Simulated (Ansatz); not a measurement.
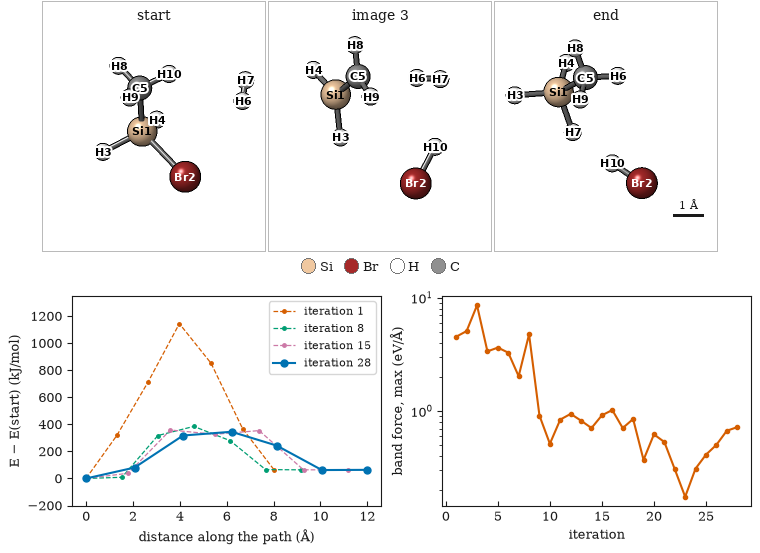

NEB run on CH$_{7}$BrSi, made up at the start of CH5BrSi and H2. Images are numbered from 0 (start) to 6 (end). The plot follows the band through its iterations. The picture is a ball-and-stick view, seen at a tilt.

Computed with RKS PBE0-D4/def2-SVP in Ansatz. Set-up: 5 movable images; climbing image.

How did the profile develop, and is the result final?

Answer. The result isn't final. The run hit its time limit after 28 iterations, unconverged. The largest component of the band force went from 4.5 to 0.72 eV/Å. The barrier read from it is provisional: over the last two iterations the highest image moved from 337.5 kJ/mol to 345.0 kJ/mol. The largest force component is 0.52 eV/Å at the start and 0.26 eV/Å at the end; an end with forces this large is no minimum, and the barrier measured from it can be far off. The settings are unsound (end atoms swapped), so the numbers of this run aren't to be trusted. The first iteration put the highest image at 1144.1 kJ/mol. The energy climbs by 345.0 kJ/mol to image 3 and then falls by 281.4 kJ/mol, so the end point sits at +63.6 kJ/mol.

Limits of the set-up: the start holds two separate molecules, 3.0 Å apart at their closest, whose relative position is a soft coordinate.

Cost: 2.5 min on 4 threads of Arm Neoverse V2 (shared host).
